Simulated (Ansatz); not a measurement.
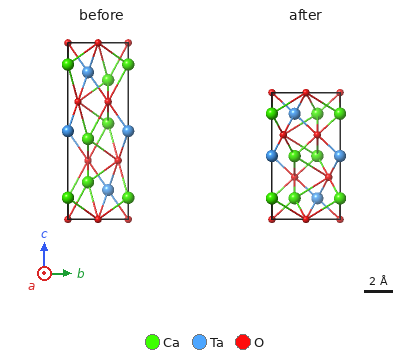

The structure of a crystal of Ca2TaO3 (a generated structure, set up in R-3m) (coarse preliminary run) before (left) and after (right) a relaxation, at one scale.

A ball-and-stick model of the conventional cell (3 times the calculation's cell), seen along the a axis. Lengths and directions refer to the drawn axes.

The calculation used DFT PBE, scalar-relativistic, plane waves, PAW (Ansatz 0.2.0).

Input file:
```yaml
crystal:
  lattice:
    - [2.4929873, 1.43932689, 4.21089731]
    - [-2.4929873, 1.43932689, 4.21089731]
    - [0.0, -2.87865378, 4.21089731]
  atoms:
    - { symbol: Ca, position: [0.122673, 0.122673, 0.122673] }
    - { symbol: Ca, position: [0.877327, 0.877327, 0.877327] }
    - { symbol: Ta, position: [0.5, 0.5, 0.5], spin: 1.0 }
    - { symbol: O, position: [0.5, 0.0, 0.5] }
    - { symbol: O, position: [0.0, 0.5, 0.5] }
    - { symbol: O, position: [0.5, 0.5, 0.0] }
basis:
  ecutwfc: 420
kpoints:
  mp_grid: { grid: [6, 6, 6] }
hamiltonian:
  xc: pbe
scf:
  occupations: { method: gaussian, width: 0.1 }
  lower_state_search: "off"
output:
  forces: true
  stress: true
  eigenvalues: true
  populations: true
magnetization:
  spin_polarized: true
relax:
  adjacent_minimum: "off"
  f_tol: 0.04
  max_steps: 70
  cell: { stress_tol: 0.4 }
```

Launched with:
```bash
ansatz run input.yaml --threads 1 --pin off --max-ram 2560MiB --backend cpu --events-out ev --progress --plain --runs-dir out
```

What changed between the two?

The largest moves relative to the cell, 0.39 Å, are those of Ca1 and Ca2. Ca2 goes along −c. O and Ta stay in place. The volume changes by −8.4 %, with a = b 4.986 → 5.631 Å (+12.9 %), c 12.633 → 9.071 Å (−28.2 %). Near-neighbour distances that change, for instance: Ca1–Ta3 4.767 → 3.029 Å, Ca1–O4 3.026 → 2.224 Å, Ta3–O4 2.550 → 2.220 Å, Ca1–Ta3 (another image) 2.932 → 3.251 Å. Among the angles between lasting bonds that change: O4–Ta3–O5 121.5° → 101.3°, O4–Ta3–O5 58.5° → 78.7°. The space group stays R-3m (No. 166). After 11 accepted moves (13 points after the start) the energy has fallen by 9.544 eV per cell of the calculation. Largest force component: 0.74 eV/Å at the start, 0.0017 eV/Å at the end. The pressure goes from −6.32 to 0.03 GPa. The SCF was repeated twice at an unchanged geometry on a basis and grid sized afresh for the cell, which shifted the energy by 0.122 eV per cell of the calculation at most. The program noted that the starting moments weren't kept. The run may lie on a higher electronic state than the lowest, so the end point isn't shown to be the ground-state structure.
